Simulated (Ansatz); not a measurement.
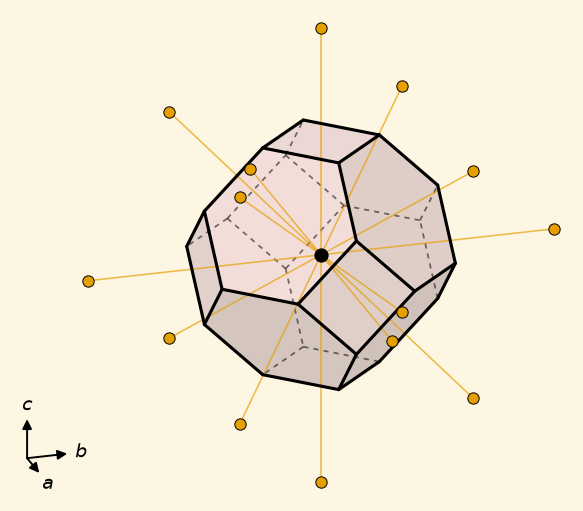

For W, the input geometry of an electronic-structure calculation (not necessarily at equilibrium): the Wigner–Seitz cell of the crystal's lattice, with lines to the lattice points that define its faces. All values are computed from the atomic coordinates in the standard setting (tolerance 0.002 Å).

a = 3.183 Å, b = 3.183 Å, c = 3.183 Å, α = 90.00°, β = 90.00°, γ = 90.00°; space group Im-3m (No. 229).

> Which of Fedorov's five parallelohedra is it?

A truncated octahedron: 14 faces (6 with 4 edges, 8 with 6 edges), 36 edges, 24 vertices. Its volume is that of the primitive cell, 16.1 Å³.

> Which lattice vectors do the faces bisect?

```tsv
example	length (Å)	faces	edges of each	area (Å²)
1/2 a + 1/2 b + 1/2 c	2.76	8	6	3.3
a	3.18	6	4	1.3
```
